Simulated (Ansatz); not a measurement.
**C4H3F7: basis-set convergence**

How large a basis does C4H3F7 need? Two functionals are run in growing sets.

Program: Ansatz 0.2.0, Gaussian basis. Level of theory: one geometry, several basis sets. These are calculated values, not measurements.

Plan: PBE0-D4/def2-SVP; ωB97M-V/def2-SVP; PBE0-D4/def2-QZVPP; ωB97M-V/def2-QZVPP; the functionals' def2-TZVPP values are taken from earlier runs.

**1. The geometry**

An earlier PBE0-D4 in a triple-zeta def2 set relaxation fixed the geometry.

SMILES `FC(F)[C@H](F)[C@@H](F)C(F)(F)F`, 14 atoms, charge 0, spin multiplicity 1.

Atoms are counted from 1 here; the program's logs count them from 0.

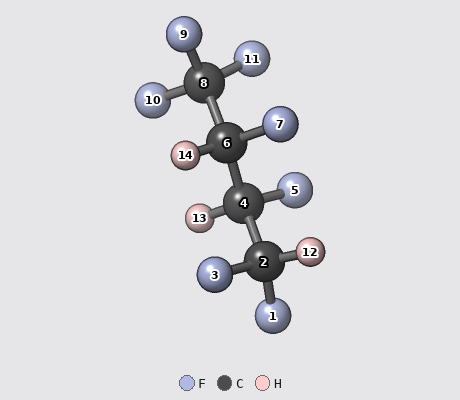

The geometry (fluorine light blue, carbon dark grey, hydrogen pink); atoms are numbered from 1 in the order of the file.

**2. PBE0-D4 in def2-SVP**

in.yaml reads:

```yaml
crystal:
  periodic: [false, false, false]
  atoms:
    - {symbol: F, position_ang: [0.414736, 1.400960, -2.618389]}
    - {symbol: C, position_ang: [-0.275571, 1.231041, -1.474530]}
    - {symbol: F, position_ang: [-0.153410, 2.362929, -0.738317]}
    - {symbol: C, position_ang: [0.331377, 0.074202, -0.695182]}
    - {symbol: F, position_ang: [0.168033, -1.058839, -1.444763]}
    - {symbol: C, position_ang: [-0.322007, -0.074552, 0.662248]}
    - {symbol: F, position_ang: [-1.666553, -0.289456, 0.522310]}
    - {symbol: C, position_ang: [0.257673, -1.208710, 1.504892]}
    - {symbol: F, position_ang: [-0.272525, -1.183637, 2.727420]}
    - {symbol: F, position_ang: [1.580024, -1.038466, 1.624659]}
    - {symbol: F, position_ang: [0.032898, -2.406309, 0.985220]}
    - {symbol: H, position_ang: [-1.329644, 1.072634, -1.716969]}
    - {symbol: H, position_ang: [1.401461, 0.268204, -0.565697]}
    - {symbol: H, position_ang: [-0.166481, 0.849999, 1.227108]}
basis:
  gaussian: {orbitals: def2-SVP}
hamiltonian: {xc: pbe0, dispersion: d4}
output: {orbitals: {seedname: orbitals}}
```

Launch:

```console
$ ansatz run in.yaml --threads 5 --pin off --events-out ev --progress --plain --max-ram 66560MiB --backend cpu
```

Further steps of the session: ωB97M-V in def2-SVP; PBE0-D4 in def2-QZVPP; ωB97M-V in def2-QZVPP.

Before running them: what should the planned runs give, taken together? Wanted: PBE0-D4: double and triple zeta above quadruple; ωB97M-V: double and triple zeta above quadruple.

As calculated:

```
                                       quantity           value
PBE0-D4: double and triple zeta above quadruple  28.93, 1.16 eV
ωB97M-V: double and triple zeta above quadruple  29.47, 1.09 eV
```

What this shows: PBE0-D4 gains 27.77 eV from double to triple zeta, then 1.16 eV more. Total energies overstate the basis error of differences, where much of it tends to cancel. The LUMO of ωB97M-V is positive and keeps falling with the basis (3.37 to 2.01 eV): an unbound level that the basis holds in place.
